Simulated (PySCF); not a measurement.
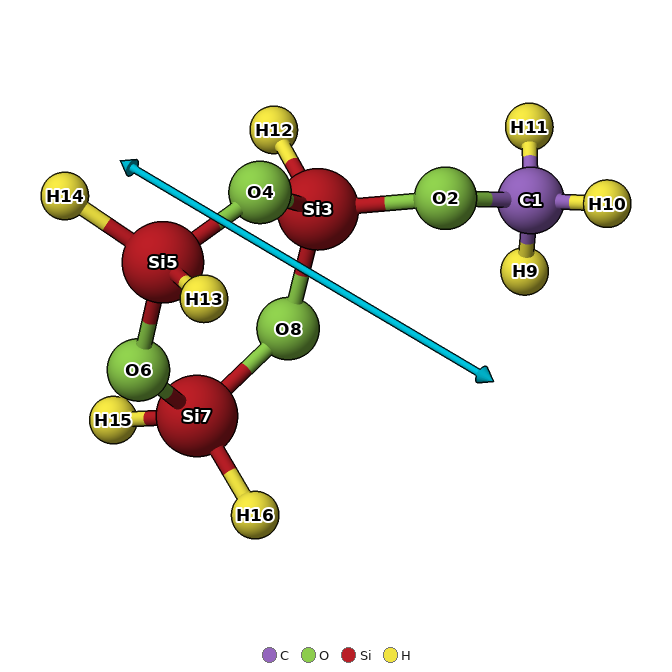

The double arrow shows the direction of the transition dipole to excited singlet state 1 (its length means nothing). The geometry was computed by an optimisation with GFN2-xTB. No frequency run is at hand to confirm it as a minimum. Level of theory: TDDFT PBE0/def2-SVPD, vertical, gas phase, core orbitals frozen in the response (PySCF 2.14.0).

Question. Give its energy, strength and character.

Answer. 7.39 eV (168 nm), oscillator strength 0.031, mainly HOMO → LUMO (weight 0.93); transition dipole 1.05 D.

The geometry is semi-empirical. Around Si such bond lengths and angles can be off by a tenth of an ångström or more and by several degrees, and values that hang on the shape move with them.
